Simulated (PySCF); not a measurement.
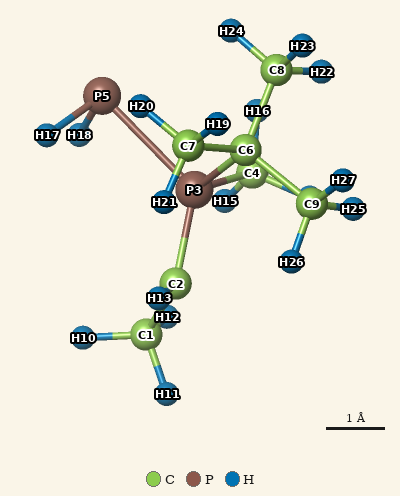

**Figure 1.** The structure as given in the input (ball-and-stick view, seen at an oblique angle; atoms are numbered from 1 in the order of the input). Bond lengths as drawn: C–C 1.50 to 1.53 Å, C–H 1.10 to 1.11 Å, C–P 1.68 to 1.87 Å, H–P 1.43 Å and P–P 2.33 Å.

## What a change does: NMR shielding calculation on C$_{7}$H$_{18}$P$_{2}$

System: C$_{7}$H$_{18}$P$_{2}$.
Method of run A: GIAO wB97X-D/pcSseg-1 NMR shielding, non-relativistic, gas phase (PySCF 2.14.0).

The geometry comes from this level: PBE0-D3(BJ)/def2-SVP. Text and figures count atoms from 1; the logs count them from 0 in places.

**The input, run A**
```
{"job": {"kind": "nmr", "xc": "wB97X-D", "basis": "pcSseg-1", "pop": false}, "charge": 0, "multiplicity": 1}
C      2.702361    -1.087652    -1.255096
C      1.233342    -1.003142    -0.954461
P      0.524697     0.270813    -0.121574
C      1.435792     0.660420     1.408721
P      0.338672     2.446283    -0.930026
C     -1.250574    -0.121596     0.313017
C     -2.074126    -0.079458    -0.976600
C     -1.786571     0.909665     1.306402
C     -1.306881    -1.518406     0.933315
H      2.999275    -0.633186    -2.221306
H      3.034272    -2.140062    -1.290055
H      3.317176    -0.602175    -0.479057
H      0.556655    -1.486699    -1.669420
H      1.344239    -0.177309     2.113972
H      2.498287     0.792901     1.158747
H      1.061216     1.587337     1.864964
H      0.195638     1.988523    -2.275069
H      1.763156     2.520582    -1.032716
H     -3.122029    -0.337354    -0.752265
H     -2.071342     0.923827    -1.430502
H     -1.705059    -0.797352    -1.723963
H     -1.271478     0.849434     2.276963
H     -2.855307     0.712311     1.488955
H     -1.695436     1.938971     0.927850
H     -0.701306    -1.579927     1.850511
H     -0.934438    -2.283891     0.240497
H     -2.349956    -1.754688     1.203270
```

The first line tells a small driver script what to run in PySCF; the rest is the geometry in Å.

Command:
```bash
OMP_NUM_THREADS=1 python <driver script> task.json out
```

Hardware: 1 CPU thread, shared host.

**Output, shortened to warnings, some set-up lines, iterations and results (run A)**
```
coarse grid: 22016 points
[...]
cycle   1  E = -959.9501639429  dE =  9.822e-01  |g| = 4.525e-01  |ddm| = 4.445e+00
cycle   2  E = -959.9640134722  dE = -1.385e-02  |g| = 4.217e-01  |ddm| = 1.016e+00
cycle   3  E = -960.0091092789  dE = -4.510e-02  |g| = 6.455e-02  |ddm| = 5.354e-01
cycle   4  E = -960.0102166416  dE = -1.107e-03  |g| = 2.707e-02  |ddm| = 1.333e-01
cycle   5  E = -960.0104236875  dE = -2.070e-04  |g| = 3.820e-03  |ddm| = 3.703e-02
cycle   6  E = -960.0104301617  dE = -6.474e-06  |g| = 1.692e-03  |ddm| = 1.258e-02
cycle   7  E = -960.0764545461  dE = -3.116e-04  |g| = 4.964e-03  |ddm| = 5.971e-02
cycle   8  E = -960.0764604980  dE = -5.952e-06  |g| = 3.309e-03  |ddm| = 1.355e-02
cycle   9  E = -960.0764631945  dE = -2.697e-06  |g| = 8.850e-04  |ddm| = 4.219e-03
cycle  10  E = -960.0764634296  dE = -2.352e-07  |g| = 3.569e-04  |ddm| = 1.953e-03
cycle  11  E = -960.0764634669  dE = -3.728e-08  |g| = 9.360e-05  |ddm| = 5.631e-04
cycle  12  E = -960.0764634708  dE = -3.901e-09  |g| = 2.947e-05  |ddm| = 2.724e-04
cycle  13  E = -960.0764634714  dE = -6.191e-10  |g| = 1.472e-05  |ddm| = 1.191e-04
converged SCF energy = -960.0764634714

GIAO shielding tensors (ppm)
atom      isotropic    diamagn.    paramagn.     s11        s22        s33       span
  0 C      172.820     243.265     -70.445    157.494    174.044    186.923     29.430
  1 C      163.189     262.984     -99.795    148.771    159.487    181.309     32.538
  2 P      306.811     968.793    -661.982    210.911    280.377    429.144    218.233
  3 C      173.888     257.886     -83.997    150.301    176.524    194.841     44.540
  4 P      451.268     969.232    -517.964    310.654    462.573    580.577    269.923
  5 C      151.727     252.202    -100.475    139.400    151.906    163.875     24.475
  6 C      157.498     248.789     -91.292    142.593    145.932    183.968     41.375
  7 C      157.745     248.402     -90.657    143.508    145.484    184.243     40.735
  8 C      157.405     247.635     -90.229    144.111    148.523    179.583     35.472
  9 H       29.627      28.456       1.171     23.993     27.356     37.532     13.539
 10 H       29.609      28.054       1.554     24.030     27.209     37.587     13.556
 11 H       30.259      30.885      -0.626     25.031     30.394     35.352     10.320
 12 H       30.977      36.599      -5.622     23.695     34.130     35.106     11.411
 13 H       30.531      33.126      -2.595     25.556     28.820     37.217     11.660
 14 H       29.426      32.490      -3.064     24.905     28.414     34.961     10.056
 15 H       30.550      33.083      -2.533     26.712     29.194     35.744      9.033
 16 H       29.243      32.158      -2.915     25.414     27.616     34.700      9.287
 17 H       28.699      31.967      -3.268     25.252     28.091     32.755      7.503
 18 H       30.492      31.589      -1.097     26.371     27.889     37.215     10.844
 19 H       30.360      32.621      -2.260     25.345     30.068     35.669     10.324
 20 H       30.063      32.783      -2.720     25.243     29.030     35.917     10.674
 21 H       30.539      32.178      -1.639     25.911     29.331     36.375     10.464
 22 H       30.560      31.287      -0.727     26.502     27.924     37.253     10.751
 23 H       29.469      31.776      -2.307     24.479     29.336     34.590     10.111
 24 H       30.495      32.260      -1.765     25.773     29.189     36.524     10.751
 25 H       29.696      32.388      -2.692     24.517     29.346     35.224     10.707
 26 H       30.682      31.637      -0.955     26.659     28.088     37.300     10.641
```

The input of run B differs as follows (lines with − go, lines with + come):
```diff
-"xc": "wB97X-D"
+"xc": "PBE0"
-"pop": false
```

What does this change do to the results?

The total energies belong to different methods, so their difference says nothing on which is more stable or more accurate. The HOMO goes from −6.33 to −4.65 eV. The LUMO goes from 1.85 to 0.23 eV. The dipole moment goes from 1.67 to 1.61 D. Of all shieldings, the largest change is that of P5, by +7.0 ppm. The functional changes from wB97X-D to PBE0. The SCF takes 14 iterations against 13.

**Output, shortened to warnings, some set-up lines, iterations and results (run B)**
```
coarse grid: 22016 points
[...]
cycle   1  E = -959.4129966646  dE =  6.664e-01  |g| = 6.064e-01  |ddm| = 4.514e+00
cycle   2  E = -959.2772951192  dE =  1.357e-01  |g| = 8.935e-01  |ddm| = 2.090e+00
cycle   3  E = -959.5009560589  dE = -2.237e-01  |g| = 1.922e-01  |ddm| = 1.757e+00
cycle   4  E = -959.5125389681  dE = -1.158e-02  |g| = 3.206e-02  |ddm| = 3.564e-01
cycle   5  E = -959.5127457413  dE = -2.068e-04  |g| = 1.259e-02  |ddm| = 4.619e-02
cycle   6  E = -959.5127903291  dE = -4.459e-05  |g| = 3.935e-03  |ddm| = 2.619e-02
cycle   7  E = -959.5127936143  dE = -3.285e-06  |g| = 9.303e-04  |ddm| = 4.451e-03
cycle   8  E = -959.5711376536  dE = -7.625e-05  |g| = 1.164e-02  |ddm| = 5.885e-02
cycle   9  E = -959.5711054119  dE =  3.224e-05  |g| = 1.581e-02  |ddm| = 3.137e-02
cycle  10  E = -959.5711714408  dE = -6.603e-05  |g| = 2.574e-03  |ddm| = 2.335e-02
cycle  11  E = -959.5711734076  dE = -1.967e-06  |g| = 4.006e-04  |ddm| = 4.676e-03
cycle  12  E = -959.5711734449  dE = -3.732e-08  |g| = 1.397e-04  |ddm| = 6.669e-04
cycle  13  E = -959.5711734498  dE = -4.897e-09  |g| = 4.661e-05  |ddm| = 2.675e-04
cycle  14  E = -959.5711734503  dE = -5.075e-10  |g| = 1.020e-05  |ddm| = 5.864e-05
converged SCF energy = -959.5711734503

GIAO shielding tensors (ppm)
atom      isotropic    diamagn.    paramagn.     s11        s22        s33       span
  0 C      172.013     243.797     -71.785    155.103    173.690    187.245     32.142
  1 C      159.175     262.700    -103.525    142.745    155.737    179.042     36.297
  2 P      311.764     968.440    -656.676    216.244    285.949    433.099    216.855
  3 C      174.261     257.610     -83.349    150.973    176.203    195.607     44.634
  4 P      458.316     968.929    -510.613    314.884    473.635    586.429    271.546
  5 C      150.878     252.017    -101.139    138.525    150.832    163.277     24.752
  6 C      157.571     248.867     -91.296    142.426    145.973    184.314     41.889
  7 C      157.835     248.495     -90.659    143.303    145.602    184.601     41.297
  8 C      157.512     247.730     -90.218    143.989    148.562    179.986     35.998
  9 H       29.427      28.340       1.088     23.794     27.094     37.393     13.600
 10 H       29.423      27.952       1.471     23.838     27.050     37.380     13.543
 11 H       30.082      30.805      -0.723     24.895     30.197     35.155     10.259
 12 H       30.695      36.317      -5.622     23.474     33.880     34.732     11.259
 13 H       30.420      32.897      -2.477     25.387     28.720     37.153     11.765
 14 H       29.310      32.379      -3.069     24.727     28.305     34.897     10.170
 15 H       30.397      32.878      -2.481     26.556     29.066     35.570      9.014
 16 H       29.096      31.862      -2.766     25.273     27.453     34.563      9.291
 17 H       28.487      31.731      -3.245     25.064     27.921     32.476      7.411
 18 H       30.389      31.528      -1.139     26.288     27.779     37.101     10.813
 19 H       30.202      32.371      -2.169     25.158     29.900     35.549     10.391
 20 H       29.942      32.581      -2.639     25.086     28.899     35.841     10.755
 21 H       30.423      32.008      -1.585     25.738     29.236     36.296     10.558
 22 H       30.465      31.228      -0.763     26.421     27.825     37.149     10.727
 23 H       29.288      31.571      -2.282     24.301     29.161     34.402     10.101
 24 H       30.374      32.056      -1.682     25.611     29.077     36.433     10.822
 25 H       29.568      32.201      -2.633     24.336     29.216     35.153     10.817
 26 H       30.581      31.579      -0.997     26.607     27.951     37.187     10.579
```

**The two runs side by side**

```csv
quantity,run A,run B
outcome,converged,converged
total energy (hartree),−960.076463,−959.571173
HOMO (eV),−6.33,−4.65
LUMO (eV),1.85,0.23
dipole moment (D),1.67,1.61
shielding of C1 (ppm),172.8,172.0
shielding of C2 (ppm),163.2,159.2
shielding of P3 (ppm),306.8,311.8
shielding of C4 (ppm),173.9,174.3
shielding of P5 (ppm),451.3,458.3
shielding of C6 (ppm),151.7,150.9
shielding of H13 (ppm),31.0,30.7
SCF iterations,13,14
basis functions,257,257
wall time (shared host),2.4 min,2.2 min
```
